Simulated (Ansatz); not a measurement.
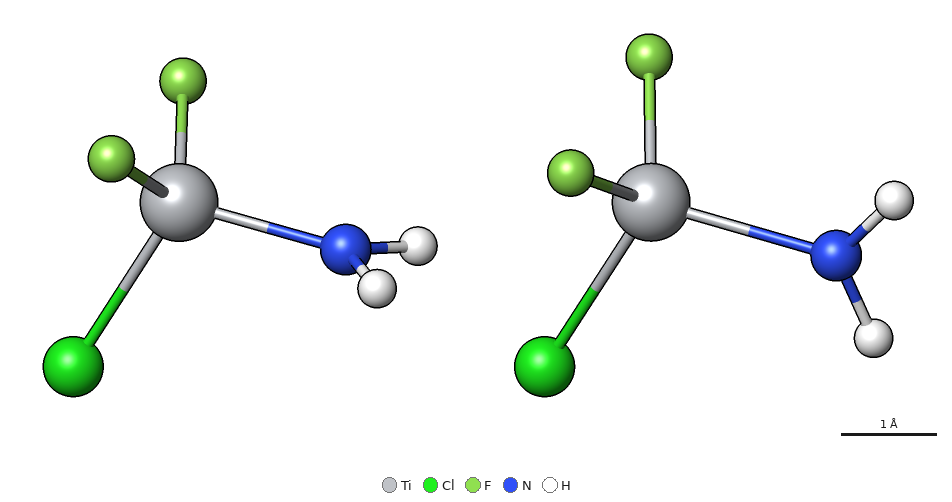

Two geometries of TiNH2ClF2, drawn at one scale. One is the start of a relaxation, the other its converged end. Style: ball-and-stick. Shown at a tilt.

Level of theory: RKS PBE-D4/def2-SVP (Ansatz). Set-up: no spin polarisation; force threshold 0.02 eV/Å; at most 40 steps.

Which of the two is the end point?

Answer. The left one is the relaxed one. The run prepares the start of a later molecular dynamics calculation, from a guessed geometry. Over 12 accepted moves (13 points after the start) the energy falls by 88.1 kJ/mol. The largest force component goes from 2.1 to 0.012 eV/Å. The line search rejected the trial step at point 5 of the run. The atom that moves furthest after the best rigid fit is an H atom (1.05 Å). Largest moves by element: H 1.05 Å, F 0.34 Å, Cl 0.33 Å, N 0.17 Å, Ti 0.04 Å. Near-neighbour distances that change, for instance: N–Ti 2.059 → 1.854 Å, Cl–Ti 2.370 → 2.218 Å, F–Ti 1.830 → 1.749 Å, H–N 1.060 → 1.027 Å. Bond angles that change, for instance: H–N–H 120.0° → 110.7°, F–Ti–F 109.5° → 114.5°, Ti–N–H 120.0° → 124.6°. Groups turn about N–Ti by about 80°. Cost: 38 s on 2 threads of Arm Neoverse V1, on a shared host, peak memory 0.15 GiB.
